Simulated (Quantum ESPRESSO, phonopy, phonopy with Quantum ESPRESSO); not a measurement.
# BP (F-43m): phonons against volume, part 8 of 8

Wanted: mode Grüneisen parameters of BP and a free-energy fit over volumes.

What experiment has found for this phase:
- volume expansion coefficient 9.6 1e-6/K near room temperature (given in “Thermal expansion coefficients of high thermal conducting BAs and BP materials (three times its linear coefficient)”, 2019, arxiv:1906.04101)

Quantum ESPRESSO 7.5; DFT LDA, scalar-relativistic, plane waves, GBRV ultrasoft pseudopotentials.

So far. Step 24 (Phonons, V/V0 0.97): The time given is that of the 2 pw.x runs on displaced cells behind this step. Step 25 (Ground state at this cell, V/V0 1.05): The run ends at a pressure of -7.80 GPa.

## (26) Born charges and dielectric tensor

In a polar crystal the Born charges and ε∞ give the long-range dipole term that a finite supercell misses. They are those of this k-mesh and were not tested on a denser one; where the gap is small they converge slowly, and the LO modes with them.

File ph.in:

```
phonons
 &inputph
    prefix='x',
    outdir='./tmp',
    fildyn='x.dyn',
    tr2_ph=1.0d-18,
    epsil=.true.,
 /
0.000000000 0.000000000 0.000000000
```

File scf.in:

```
 &control
    calculation='scf',
    prefix='x',
    outdir='./tmp',
    pseudo_dir='./pseudo',
    tprnfor=.true.,
    tstress=.true.,
 /
 &system
    ibrav=0,
    nat=2,
    ntyp=2,
    ecutwfc=40.0,
    ecutrho=240.0,
    occupations='fixed',
    nbnd=6,
 /
 &electrons
    conv_thr=1.0d-12,
    mixing_beta=0.7,
    electron_maxstep=100,
 /
ATOMIC_SPECIES
 B      10.8100  B.upf
 P      30.9738  P.upf
CELL_PARAMETERS angstrom
     0.000000000    2.283466145    2.283466145
     2.283466145    0.000000000    2.283466145
     2.283466145    2.283466145    0.000000000
ATOMIC_POSITIONS crystal
 B      0.000000000   0.000000000   0.000000000
 P      0.250000000   0.250000000   0.250000000
K_POINTS automatic
 12 12 12 0 0 0
```

Launch:

```bash
OMP_NUM_THREADS=1 mpirun -n 8 ph.x -nk 8 -in ph.in > ph.out
```

Output:

```text
[banner, memory and clock lines left out]
Program PHONON v.7.5

     ./tmp/x.save/

     IMPORTANT: XC functional enforced from input :
     Exchange-correlation= PZ
                           (   1   1   0   0   0   0   0)
     Any further DFT definition will be discarded
     Please, verify this is what you really want

     G-vector sticks info

     Reading collected, re-writing distributed wavefunctions in ./tmp/

     Number and degeneracy of irreps per q-point
       N         xq(1)         xq(2)         xq(3)   N irreps
[...]
freq (    1) =      -0.258958 [THz] =      -8.637907 [cm-1]
     freq (    2) =      -0.258958 [THz] =      -8.637907 [cm-1]
     freq (    3) =      -0.258958 [THz] =      -8.637907 [cm-1]
     freq (    4) =      23.407739 [THz] =     780.798124 [cm-1]
     freq (    5) =      23.407739 [THz] =     780.798124 [cm-1]
     freq (    6) =      23.407739 [THz] =     780.798124 [cm-1]
 **************************************************************************

     Mode symmetry, T_d (-43m)  point group:

     freq (   1-   3) =         -8.6  [cm-1]   --> T_2  G_15 P_4   I+R
     freq (   4-   6) =        780.8  [cm-1]   --> T_2  G_15 P_4   I+R
```

Elapsed: 10 s, on 8 MPI ranks of Intel Xeon 6975P-C (Granite Rapids), shared host; 80 s of CPU time.

ε∞:

```
9.24 0.00 0.00
0.00 9.24 0.00
0.00 0.00 9.24
```

The Born charges sum to zero within 0.0029 e; the rest is removed before use. Acoustic frequencies in this log differ from zero by the error of the sum rule, which ph.x does not impose.

## (27) A displaced supercell

One atom (for the harmonic constants) or a pair of atoms (for the cubic ones) is moved by a few hundredths of an ångström; the forces on all atoms give a column of force constants. The threshold is tight because the forces are small.

System of this step: BP. The cell holds 54 atoms: 27 B and 27 P. Cell: a = 9.688 Å, b = 9.688 Å, c = 9.688 Å, α = 60.0°, β = 60.0°, γ = 60.0°. It derives from BP, repeated 3×3×3.

File disp-00001.in:

```
 &control
    calculation='scf',
    prefix='x',
    outdir='./tmp',
    pseudo_dir='./pseudo',
    tprnfor=.true.,
    disk_io='none',
 /
 &system
    ibrav=0,
    nat=54,
    ntyp=2,
    ecutwfc=40.0,
    ecutrho=240.0,
    occupations='fixed',
    nbnd=110,
 /
 &electrons
    conv_thr=1.0d-11,
    mixing_beta=0.7,
    electron_maxstep=100,
 /
ATOMIC_SPECIES
 B      10.8100  B.upf
 P      30.9738  P.upf
CELL_PARAMETERS angstrom
     0.000000000    6.850398434    6.850398434
     6.850398434    0.000000000    6.850398434
     6.850398434    6.850398434    0.000000000
ATOMIC_POSITIONS crystal
 B      0.002064425   0.000000000   0.000000000
 B      0.333333333   0.000000000   0.000000000
 B      0.666666667   0.000000000   0.000000000
 B      0.000000000   0.333333333   0.000000000
 B      0.333333333   0.333333333   0.000000000
 B      0.666666667   0.333333333   0.000000000
 B      0.000000000   0.666666667   0.000000000
 B      0.333333333   0.666666667   0.000000000
 B      0.666666667   0.666666667   0.000000000
 B      0.000000000   0.000000000   0.333333333
 B      0.333333333   0.000000000   0.333333333
 B      0.666666667   0.000000000   0.333333333
 B      0.000000000   0.333333333   0.333333333
 B      0.333333333   0.333333333   0.333333333
 B      0.666666667   0.333333333   0.333333333
 B      0.000000000   0.666666667   0.333333333
 B      0.333333333   0.666666667   0.333333333
 B      0.666666667   0.666666667   0.333333333
 B      0.000000000   0.000000000   0.666666667
 B      0.333333333   0.000000000   0.666666667
 B      0.666666667   0.000000000   0.666666667
 B      0.000000000   0.333333333   0.666666667
 B      0.333333333   0.333333333   0.666666667
 B      0.666666667   0.333333333   0.666666667
 B      0.000000000   0.666666667   0.666666667
 B      0.333333333   0.666666667   0.666666667
 B      0.666666667   0.666666667   0.666666667
 P      0.083333333   0.083333333   0.083333333
 P      0.416666667   0.083333333   0.083333333
 P      0.750000000   0.083333333   0.083333333
 P      0.083333333   0.416666667   0.083333333
 P      0.416666667   0.416666667   0.083333333
 P      0.750000000   0.416666667   0.083333333
 P      0.083333333   0.750000000   0.083333333
 P      0.416666667   0.750000000   0.083333333
 P      0.750000000   0.750000000   0.083333333
 P      0.083333333   0.083333333   0.416666667
 P      0.416666667   0.083333333   0.416666667
 P      0.750000000   0.083333333   0.416666667
 P      0.083333333   0.416666667   0.416666667
 P      0.416666667   0.416666667   0.416666667
 P      0.750000000   0.416666667   0.416666667
 P      0.083333333   0.750000000   0.416666667
 P      0.416666667   0.750000000   0.416666667
 P      0.750000000   0.750000000   0.416666667
 P      0.083333333   0.083333333   0.750000000
 P      0.416666667   0.083333333   0.750000000
 P      0.750000000   0.083333333   0.750000000
 P      0.083333333   0.416666667   0.750000000
 P      0.416666667   0.416666667   0.750000000
 P      0.750000000   0.416666667   0.750000000
 P      0.083333333   0.750000000   0.750000000
 P      0.416666667   0.750000000   0.750000000
 P      0.750000000   0.750000000   0.750000000
K_POINTS automatic
 3 3 3 0 0 0
```

Launch:

```bash
OMP_NUM_THREADS=1 mpirun -n 4 pw.x -nk 4 -in disp-00001.in > disp-00001.out
```

Output:

```text
[banner, memory and clock lines left out]
Program PWSCF v.7.5

     Message from routine setup:
     using ibrav=0 with symmetry is DISCOURAGED, use correct ibrav instead

     G-vector sticks info

     bravais-lattice index     =            0
     lattice parameter (alat)  =      18.3075  a.u.
     unit-cell volume          =    4338.8446 (a.u.)^3
     number of atoms/cell      =           54
     number of atomic types    =            2
     number of electrons       =       216.00
[...]
atom    1 type  1   force =    -0.00037631   -0.00997635   -0.00997635
     atom    2 type  1   force =     0.00026859    0.00036041    0.00036041
     atom    3 type  1   force =    -0.00026558    0.00034508    0.00034508
[...]
atom   53 type  2   force =     0.00008378   -0.00001953   -0.00001953
     atom   54 type  2   force =     0.00000010   -0.00002169   -0.00002169

     Total force =     0.016417     Total SCF correction =     0.000003
     Message from routine punch:
     Nothing written, as per user request (disk_io='none')
[key lines of the parts left out:]
!    total energy              =    -594.22297269 Ry
convergence has been achieved in  19 iterations
```

It took 6.7 min on 4 MPI ranks.

## (28) Phonons, V/V0 1.05

This step: DFT LDA, scalar-relativistic, plane waves, GBRV ultrasoft pseudopotentials (phonopy with Quantum ESPRESSO 4.10.0 / 7.5).

Elapsed: 6.7 min, on 8 threads; 52 min of CPU time.

No mode is imaginary beyond numerical noise along the path. The highest zone-centre mode (no LO–TO term) moved by -4.8 % for a volume change of +5.0 %.

The time given is that of the 2 pw.x runs on displaced cells behind this step.

## (29) How the modes move with volume

This step: DFT LDA, scalar-relativistic, plane waves, GBRV ultrasoft pseudopotentials (phonopy 4.10.0).

This step gave:

- share of modes with a negative Grüneisen parameter: 0.08

Mean Grüneisen, by row:

```
T (K)  heat-capacity-weighted mean  root mean square
   50                        0.204             0.327
  100                        0.264             0.421
  200                        0.509             0.693
  300                         0.66             0.829
  500                        0.766             0.914
  800                        0.807             0.945
```

Mean mode Grueneisen parameter against wavenumber:

```csv
wavenumber (cm⁻¹),mean mode Grueneisen parameter
14,-
69,0.182
97,0.379
152,0.315
207,0.183
263,0.118
290,0.185
346,0.436
401,0.574
428,0.9
484,0.928
539,0.918
567,-
622,-
677,-
732,1.33
760,1.23
815,1.17
```

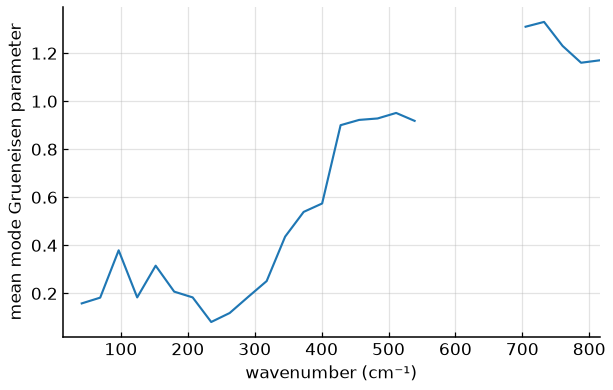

Mean mode Grueneisen parameter, plotted against wavenumber.

Volume series, by row:

```
 V/V0  V (Å³/atom)  pressure (GPa)  E - E0 (meV/atom)  gap (eV)  zero-point energy (meV/atom)  lowest on the path (cm⁻¹)  highest at Gamma without the LO-TO term (cm⁻¹)
 0.97           11           5.635              5.934     1.106                         105.9                          0                                           846.2
0.985        11.17            2.71              1.455     1.126                         104.3                          0                                           833.3
    1        11.34          -0.013                  0     1.145                         102.7                          0                                           820.7
1.015        11.51          -2.548              1.336     1.164                         101.2                          0                                           808.4
 1.03        11.68          -4.909               5.27     1.182                         99.68                          0                                           796.5
 1.05        11.91          -7.804              14.24     1.205                         97.72                          0                                             781
```

Table of optical frequency at Gamma without the LO-TO term, mode 4 by V/V0:

| V/V0 | optical frequency at Gamma without the LO-TO term, mode 4 (cm⁻¹) |
| --- | --- |
| 0.9700 | 846 |
| 0.9850 | 833 |
| 1.0000 | 821 |
| 1.0150 | 808 |
| 1.0300 | 796 |
| 1.0500 | 781 |

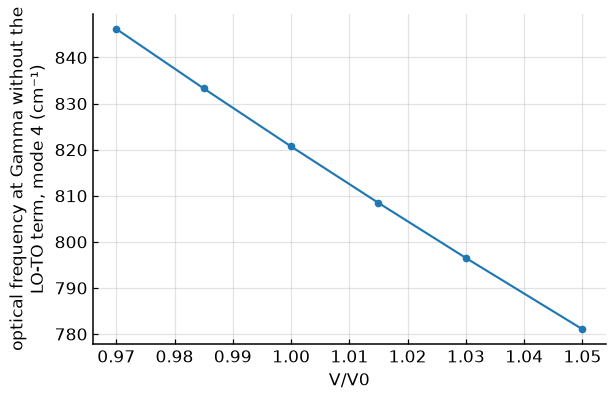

Optical frequency at Gamma without the LO-TO term, mode 4 against V/V0.

Grüneisen at points, by row:

```csv
point,branch,frequency (cm⁻¹),mode Grüneisen parameter
Γ,4,820.7,1.01
Γ,6,827.7,1.09
X,1,309.6,-0.08
X,3,531.7,0.92
X,4,716.8,1.52
X,6,801.2,1.07
U,1,302.5,-0.07
U,2,401.6,0.4
U,3,480.2,0.91
U,4,695.2,1.35
U,5,730.1,1.42
U,6,804.9,1.25
K,1,302.5,-0.07
K,2,401.6,0.4
K,3,480.2,0.91
K,4,695.2,1.35
K,5,730.1,1.42
K,6,804.9,1.25
L,1,223.2,-0.18
L,3,512.7,1.08
L,4,774.7,1.1
L,5,777.4,1.22
W,1,353.2,0.33
W,2,401.2,0.18
W,3,455.9,1
W,4,698.8,1.2
W,5,720.9,1.52
W,6,802,1.31
```

## (30) Quasi-harmonic fit by phonopy

This step gave:

- volume expansion coefficient at 300 K: 8.38 1e-6/K
- isothermal bulk modulus at 300 K: 170.7 GPa
- C_P at 300 K: 14.61 J/mol-atom/K
- Grüneisen parameter at 300 K: 0.675

Energy (each curve on its own zero) against volume; values in meV/atom:

```csv
volume (Å³/atom),static,F at 0 K,F at 300 K,F at 900 K
10.999,5.93,9.93,10.3,14.1
11.169,1.46,3.84,4.09,6.43
11.339,0,0.81,0.91,1.78
11.510,1.34,0.6,0.55,-0.08
11.680,5.27,3.02,2.8,0.65
11.906,14.2,10.0,9.57,5.36
```

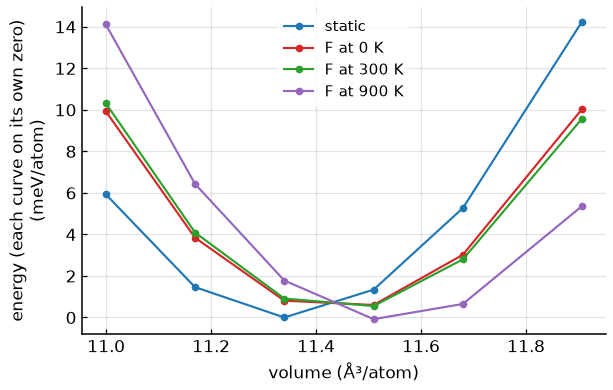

Energy (each curve on its own zero), plotted against volume.

Phonopy-qha, vinet fit of F(V) at each temperature; no electronic free energy. Qha vinet, by row:

```
T (K)  fitted volume (Å³/atom)  alpha_V (1e-6/K)  B_T (GPa)  C_P (J/mol-atom/K)  Grueneisen
  100                    11.44              0.76      171.8               2.992      0.2971
  150                    11.44              2.21      171.7                6.29      0.4136
  200                    11.44              4.23      171.4               9.452      0.5285
  250                    11.44               6.4      171.1               12.26      0.6152
  300                    11.45              8.38      170.7               14.61      0.6752
  350                    11.45             10.05      170.2                16.5      0.7162
  400                    11.46             11.41      169.7               17.99       0.745
  450                    11.47             12.52      169.1               19.18      0.7657
  500                    11.47             13.42      168.5               20.11      0.7812
  550                    11.48             14.16      167.9               20.87       0.793
  600                    11.49             14.78      167.3               21.48      0.8023
  650                     11.5              15.3      166.7               21.98      0.8098
  700                    11.51             15.74      166.1                22.4      0.8159
  750                    11.52             16.12      165.5               22.75      0.8211
  800                    11.53             16.45      164.8               23.05      0.8255
  850                    11.53             16.75      164.2               23.31      0.8293
```

Table of volume expansion coefficient, phonopy-qha, Vinet by temperature:

```
temperature (K)  volume expansion coefficient, phonopy-qha, Vinet (1e-6/K)
             75                                                       0.33
            125                                                       1.39
            175                                                       3.17
            225                                                       5.33
            275                                                       7.42
            300                                                       8.38
            350                                                       10.1
            400                                                       11.4
            450                                                       12.5
            500                                                       13.4
            550                                                       14.2
            600                                                       14.8
            650                                                       15.3
            675                                                       15.5
            725                                                       15.9
            775                                                       16.3
            825                                                       16.6
            875                                                       16.9
```

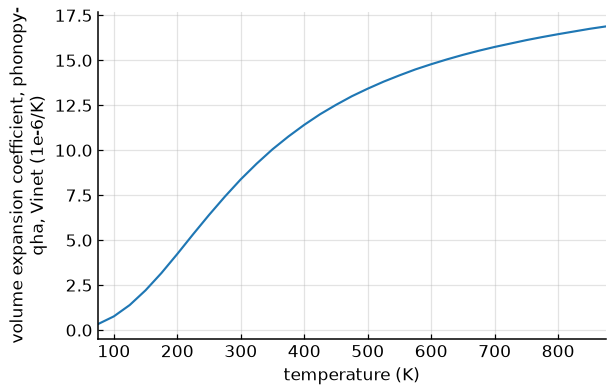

Volume expansion coefficient, phonopy-qha, Vinet, plotted against temperature.

The fit gives a volume expansion of 8.38 × 10⁻⁶/K at 300 K.

## (31) Results

```
volume expansion coefficient at 300 K  : 8.38 1e-6/K
isothermal bulk modulus at 300 K       : 170.7 GPa
C_P at 300 K                           : 14.61 J/mol-atom/K
Grüneisen parameter at 300 K           : 0.675
mean mode Grüneisen parameter at 300 K : 0.66
```

In words: Near room temperature BP expands by 8.38 × 10⁻⁶/K in volume by LDA, with C_P = 14.6 J/(mol K) per mole of atoms and B_T = 171 GPa. C_P at room temperature is 59 % of the classical 3R an atom, so the stiffest modes are still partly frozen out. A measured volume expansion coefficient near room temperature is 9.6 1e-6/K (arxiv:1906.04101); the calculated 8.38 1e-6/K differs by -13 %. The heat-capacity-weighted Grüneisen parameter goes from 0.204 at 50 K to 0.807 at 800 K; 8 % of the modes stiffen on expansion. Weighting γ by the density of states and each mode's heat capacity at 300 K, modes below 280 cm⁻¹ give about 5 % of the sum of γC that drives the expansion, those up to 560 cm⁻¹ 37 % and the rest 58 %. Among the labelled points γ is largest for branch 4 at X (717 cm⁻¹, 1.5) and most negative for branch 1 at L (223 cm⁻¹, -0.18). The supercell is 7.9 Å across at its narrowest and was not tested against a larger one: only its own wavevectors are exact, and acoustic branches between them, with the entropy at low temperature, can be off.

[Logs are printed without paths, hosts, clocks, repeated set-up lines and the standing remarks that a program may print on its own settings, such as how far it seeks lower states.]

[Hosts, paths, dates, database ids (printed as entryN), source tags and the programs' standing remarks are cut or masked in the printed files.]

[A step with changed settings may run another functional than the one named; its input shows which.]

[Of the runs on displaced cells, only some may be shown.]
